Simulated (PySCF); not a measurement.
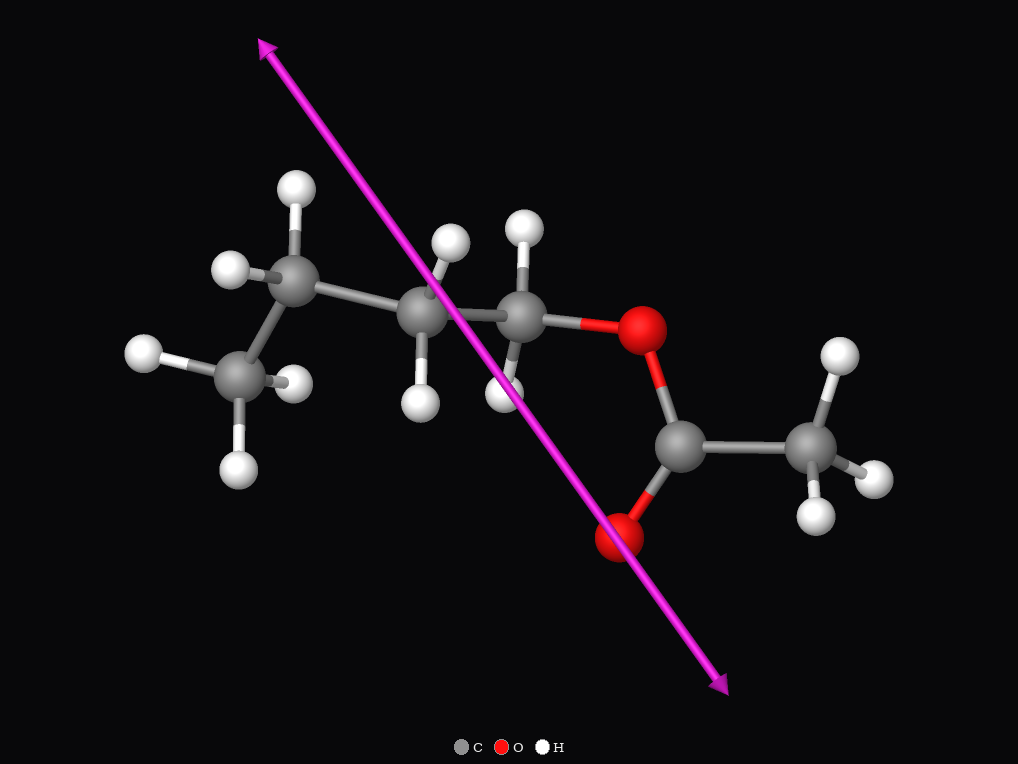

The double arrow shows the direction of the transition dipole to excited singlet state 2 (its length means nothing). The geometry was computed by an optimisation with PBE0-D3(BJ)/def2-SVP. No frequency run is at hand to confirm it as a minimum. Method: TDDFT PBE0/def2-SVP, vertical, gas phase, core orbitals frozen in the response (PySCF 2.14.0).

Give its energy, strength and character.

8.00 eV (155 nm), oscillator strength 0.11, mainly HOMO−1 → LUMO (weight 0.92); transition dipole 1.89 D.
